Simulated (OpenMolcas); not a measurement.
**C2H7Ga (SMILES [CH3][GaH][CH3]), step by step**

Wanted: a series of 9 runs (HF/def2-SVP, CASSCF(2,2)/def2-SVP, CASPT2(2,2)/def2-SVP, CASPT2[IPEA 0](2,2)/def2-SVP, SC-NEVPT2(2,2)/def2-SVP, PC-NEVPT2(2,2)/def2-SVP, MC-PDFT[tPBE](2,2)/def2-SVP, MC-PDFT[ftPBE](2,2)/def2-SVP, and more) of C2H7Ga. 

Program for the calculation: OpenMolcas 26.06.

1 further run of the same task is left out (set aside as unsound or not needed).

**1. Starting point**

C2H7Ga: 10 atoms, total charge 0, spin state singlet. SMILES: `[CH3][GaH][CH3]`. The C1–H4 distance was set to 1.643 Å, away from the relaxed value. At this shape a bond of the SMILES string is far longer than usual.

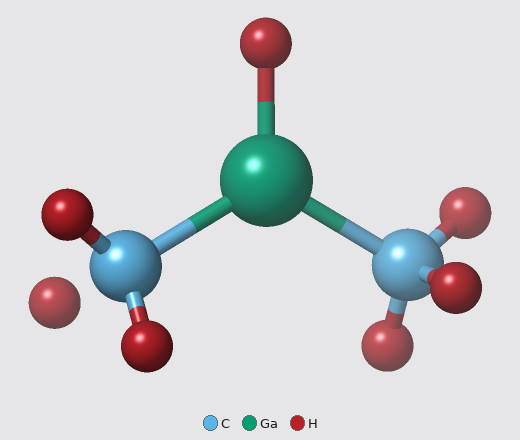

The structure, seen from a chosen angle (carbon blue, gallium teal, hydrogen red).

**2. The energy at HF/def2-SVP (run 1)**

step1.inp reads:

```
>>> EXPORT MOLCAS_PRINT=2

&gateway
  baslib=$CurrDir
  coord
  10
  angstrom
  C       -0.828242       1.407109      -0.293585
  Ga       0.884158       0.530409       0.136915
  C        0.916658      -1.057191       1.305115
  H       -1.533700       0.614200      -1.548200
  H       -0.700242       2.448109      -0.593285
  H       -1.524542       1.359509       0.546815
  H        2.232458       1.100809      -0.454385
  H        0.922858      -0.729691       2.350515
  H        1.804458      -1.671591       1.148715
  H        0.025558      -1.673991       1.168315
  basis=def2-SVP
  group=NoSym

&seward

&scf
  prorbitals=1
```

The basis set def2-SVP is read from a file made from the Basis Set Exchange's data (not shown).

On the command line:

```
$ export MOLCAS_MEM=1860
$ pymolcas step1.inp > step1.log
```

Output:

```text
--- Start Module: gateway ---
[...]
--- Stop Module: gateway /rc=_RC_ALL_IS_WELL_ ---
--- Start Module: seward ---
[...]
      Basis functions           95
--- Stop Module: seward /rc=_RC_ALL_IS_WELL_ ---
[...]
--- Start Module: scf ---
[...]
       Convergence after  11 Iterations
[...]
::    Total SCF energy                              -2002.6645246295
[...]
      Total spin, S                                     0.0000000000
[...]
      Total electronic charge=   50.000000
      Total            charge=   -0.000000
[...]
      Dipole Moment (debye):
      Origin of the operator (angstrom)=    0.6325    0.4222    0.2422
                   X= -1.1251E-01               Y=  1.1293E-01               Z=  8.1401E-01           Total=  8.2948E-01
      Quadrupole Moment (debye*angstrom):
[...]
--- Stop Module: scf /rc=_RC_ALL_IS_WELL_ ---
[...]
```

Wall time 11 s (1 thread of AMD EPYC 7R43 (Zen 3), shared host); peak memory 0.52 GiB.

**3. The energy at CASSCF(2,2)/def2-SVP (run 2)**

step2.inp reads:

```
* C2H7Ga CASSCF
>>> EXPORT MOLCAS_PRINT=2

&GATEWAY
  BasLib = $CurrDir
  Coord
  10
  angstrom
  C       -0.828242       1.407109      -0.293585
  Ga       0.884158       0.530409       0.136915
  C        0.916658      -1.057191       1.305115
  H       -1.533700       0.614200      -1.548200
  H       -0.700242       2.448109      -0.593285
  H       -1.524542       1.359509       0.546815
  H        2.232458       1.100809      -0.454385
  H        0.922858      -0.729691       2.350515
  H        1.804458      -1.671591       1.148715
  H        0.025558      -1.673991       1.168315
  Basis = def2-SVP
  Group = NoSym

&SEWARD

&RASSCF
  FileOrb = $CurrDir/step1.ScfOrb
  Spin = 1
  Nactel = 2 0 0
  Inactive = 24
  Ras2 = 2
  OrbListing = Nothing
  OrbAppear = Compact
```

The basis set def2-SVP is read from a file made from the Basis Set Exchange's data (not shown).

On the command line:

```
$ export MOLCAS_MEM=1860
$ pymolcas step2.inp > step2.log
```

Output:

```text
--- Start Module: gateway ---
[...]
--- Stop Module: gateway /rc=_RC_ALL_IS_WELL_ ---
--- Start Module: seward ---
[...]
      Basis functions           95
--- Stop Module: seward /rc=_RC_ALL_IS_WELL_ ---
[...]
--- Start Module: rasscf ---
[...]
      Number of active orbitals                  2
[...]
      Spin quantum number                      0.0
[...]
      Active orbitals                            2
[...]
      Number of CSFs                             3
[...]
      Number of root(s) required                 1
[...]
      Convergence after 14 iterations
[...]
      printout of CI-coefficients larger than  0.05 for root  1
      energy=   -2002.697205
      conf/sym  11     Coeff  Weight
             1  20   0.97811 0.95670
             3  02  -0.20809 0.04330
      Natural orbitals and occupation numbers for root  1
      sym 1:   1.913397   0.086603
      ************************************************************************************************************************
      *                                                    Final results                                                     *
[...]
::    RASSCF root number  1 Total energy:  -2002.69720480
[...]
      Total electronic charge=   50.000000
      Total            charge=   -0.000000
[...]
      Dipole Moment (debye):
      Origin of the operator (angstrom)=    0.6325    0.4222    0.2422
                   X= -1.7363E-01               Y=  5.1776E-02               Z=  7.0631E-01           Total=  7.2917E-01
      Quadrupole Moment (debye*angstrom):
[...]
--- Stop Module: rasscf /rc=_RC_ALL_IS_WELL_ ---
[...]
```

It took 16 s on 1 thread of AMD EPYC 7R43 (Zen 3), shared host; peak memory 0.52 GiB.

Runs 3 to 4 aren't shown in full; the table further down has their settings and results.

**4. A single-point energy at SC-NEVPT2(2,2)/def2-SVP (run 5)**

step5.inp reads:

```
&GATEWAY
  BasLib
  $CurrDir
  Coord
  10
  angstrom
  C       -0.828242       1.407109      -0.293585
  Ga       0.884158       0.530409       0.136915
  C        0.916658      -1.057191       1.305115
  H       -1.533700       0.614200      -1.548200
  H       -0.700242       2.448109      -0.593285
  H       -1.524542       1.359509       0.546815
  H        2.232458       1.100809      -0.454385
  H        0.922858      -0.729691       2.350515
  H        1.804458      -1.671591       1.148715
  H        0.025558      -1.673991       1.168315
  Basis
  def2-SVP
  Group
  NoSym

&SEWARD

&RASSCF
  FileOrb
  $CurrDir/step2.RasOrb
  Spin
  1
  Nactel
  2 0 0
  Inactive
  24
  Ras2
  2
  OrbListing
  Nothing
  OrbAppear
  Compact

&CASPT2
  SC-NEVPT2
  Frozen
  11
```

The basis set def2-SVP is read from a file made from the Basis Set Exchange's data (not shown).

On the command line:

```
$ export MOLCAS_MEM=1860
$ pymolcas step5.inp > step5.log
```

Output:

```text
--- Start Module: gateway ---
[...]
--- Stop Module: gateway /rc=_RC_ALL_IS_WELL_ ---
[...]
      Basis functions           95
[...]
--- Start Module: rasscf ---
[...]
      Number of active orbitals                  2
[...]
      Spin quantum number                      0.0
[...]
      Active orbitals                            2
[...]
      Number of CSFs                             3
[...]
      Number of root(s) required                 1
[...]
      Convergence after  4 iterations
[...]
      printout of CI-coefficients larger than  0.05 for root  1
      energy=   -2002.697205
      conf/sym  11     Coeff  Weight
             1  20   0.97811 0.95670
             3  02  -0.20809 0.04330
      Natural orbitals and occupation numbers for root  1
      sym 1:   1.913396   0.086604
      ************************************************************************************************************************
      *                                                    Final results                                                     *
[...]
::    RASSCF root number  1 Total energy:  -2002.69720480
[...]
      Total electronic charge=   50.000000
      Total            charge=   -0.000000
[...]
      Dipole Moment (debye):
      Origin of the operator (angstrom)=    0.6325    0.4222    0.2422
                   X= -1.7365E-01               Y=  5.1785E-02               Z=  7.0630E-01           Total=  7.2918E-01
      Quadrupole Moment (debye*angstrom):
[...]
--- Stop Module: rasscf /rc=_RC_ALL_IS_WELL_ ---
[...]
--- Start Module: caspt2 ---
[...]
 ###    WARNING: User changed nr of frozen orbitals.                         ###
 ###############################################################################
[...]
      E2 (Variational):          -0.4922529341
[...]
      E2 (Variational):          -0.4921897294
      Total energy:           -2003.1893945310
[...]
      Reference weight:           0.86585
[...]
::    SC-NEVPT2 Root  1     Total energy:  -2003.18939453
[...]
--- Stop Module: caspt2 /rc=_RC_ALL_IS_WELL_ ---
[...]
```

Wall time 12 s (1 thread of AMD EPYC 7R43 (Zen 3), shared host); peak memory 0.52 GiB.

Runs 6 to 8 aren't shown in full; the table further down has their settings and results.

**5. The energy at MRCI(2,2)/def2-SVP (run 9)**

step9.inp reads:

```
>>> EXPORT MOLCAS_PRINT=2
&GATEWAY
BasLib=$CurrDir
Coord
10
angstrom
C       -0.828242       1.407109      -0.293585
Ga       0.884158       0.530409       0.136915
C        0.916658      -1.057191       1.305115
H       -1.533700       0.614200      -1.548200
H       -0.700242       2.448109      -0.593285
H       -1.524542       1.359509       0.546815
H        2.232458       1.100809      -0.454385
H        0.922858      -0.729691       2.350515
H        1.804458      -1.671591       1.148715
H        0.025558      -1.673991       1.168315
Basis=def2-SVP
Group=NoSym
&SEWARD
&RASSCF
FileOrb=$CurrDir/step2.RasOrb
Spin=1
Nactel=2 0 0
Inactive=24
Ras2=2
OrbListing=Nothing
OrbAppear=Compact
&MOTRA
LumOrb
Frozen=11
&GUGA
Electrons=28
Spin=1
Inactive=13
Active=2
CIAll=1
&MRCI
SDCI
```

The basis set def2-SVP is read from a file made from the Basis Set Exchange's data (not shown).

On the command line:

```
$ export MOLCAS_MEM=1860
$ pymolcas step9.inp > step9.log
```

Output:

```text
--- Start Module: gateway ---
[...]
--- Stop Module: gateway /rc=_RC_ALL_IS_WELL_ ---
[...]
      Basis functions           95
[...]
      Number of active orbitals                  2
[...]
      Spin quantum number                      0.0
[...]
      Active orbitals                            2
[...]
      Number of CSFs                             3
[...]
      Number of root(s) required                 1
[...]
      Convergence after  4 iterations
[...]
      printout of CI-coefficients larger than  0.05 for root  1
      energy=   -2002.697205
      conf/sym  11     Coeff  Weight
             1  20   0.97811 0.95670
             3  02  -0.20809 0.04330
      Natural orbitals and occupation numbers for root  1
      sym 1:   1.913396   0.086604
      ************************************************************************************************************************
      *                                                    Final results                                                     *
[...]
::    RASSCF root number  1 Total energy:  -2002.69720480
[...]
      Dipole Moment (debye):
      Origin of the operator (angstrom)=    0.6325    0.4222    0.2422
                   X= -1.7365E-01               Y=  5.1785E-02               Z=  7.0630E-01           Total=  7.2918E-01
      Quadrupole Moment (debye*angstrom):
[...]
      *** WARNING: Default frozen orbitals is overwritten by user input.
      *** Default values:  16
[...]
--- Start Module: guga ---
[...]
--- Stop Module: guga /rc=_RC_ALL_IS_WELL_ ---
--- Start Module: mrci ---
[...]
       (But an ACPF correction will be computed)
       USE THE DEFAULT ACPF G-VALUE GFAC=   7.1428571428571425E-002
[...]
                      CI ENERGY: -2003.15452745
[...]
                ACPF CORRECTION:    -0.05853510
[...]
      Total electronic charge=   50.000000
      Total            charge=    0.000000
[...]
     ACPF CORRECTION:     -0.05853510
[...]
  CI State   1     Total energy:  -2003.15452745     QDav:     -0.06366463     QACPF:     -0.05853510
[...]
--- Stop Module: mrci /rc=_RC_ALL_IS_WELL_ ---
[...]
```

Run time: 63 s. Hardware: 1 thread of AMD EPYC 7R43 (Zen 3), shared host; peak memory 0.52 GiB.

**6. All runs side by side**

| run | level | active rule | inactive | energy (Eh) | dipole moment (D) of the reference | wall time |
| --- | --- | --- | --- | --- | --- | --- |
| 1 | HF/def2-SVP | – | – | -2002.664525 | 0.83 | 11 s |
| 2 | CASSCF(2,2)/def2-SVP | frontier window | 24 | -2002.697205 | 0.73 | 16 s |
| 3 | CASPT2(2,2)/def2-SVP | frontier window | 24 | -2003.190360 | 0.73 | 12 s |
| 4 | CASPT2[IPEA 0](2,2)/def2-SVP | frontier window | 24 | -2003.191654 | 0.73 | 12 s |
| 5 | SC-NEVPT2(2,2)/def2-SVP | frontier window | 24 | -2003.189395 | 0.73 | 12 s |
| 6 | PC-NEVPT2(2,2)/def2-SVP | frontier window | 24 | -2003.189458 | 0.73 | 12 s |
| 7 | MC-PDFT[tPBE](2,2)/def2-SVP | frontier window | 24 | -2004.442984 | 0.73 | 13 s |
| 8 | MC-PDFT[ftPBE](2,2)/def2-SVP | frontier window | 24 | -2004.734098 | 0.73 | 13 s |
| 9 | MRCI(2,2)/def2-SVP | frontier window | 24 | -2003.154527 | 0.73 | 63 s |

**7. Summary of results**

| quantity | value |
| --- | --- |
| run 9, MRCI(2,2)/def2-SVP: total energy | -2003.15453 Eh |
| run 9, MRCI(2,2)/def2-SVP: dipole moment (CASSCF density) | 0.73 D |

What this shows: Below the HF energy at the same shape and in the same basis (def2-SVP): CASSCF(2,2) -32.7 mEh; CASPT2(2,2) -525.8 mEh; CASPT2[IPEA 0](2,2) -527.1 mEh; SC-NEVPT2(2,2) -524.9 mEh; PC-NEVPT2(2,2) -524.9 mEh; MRCI(2,2) -490.0 mEh. Active-space methods hold only the correlation inside their space unless a perturbation or CI step follows. All runs together took 2.7 min, the longest 63 s.
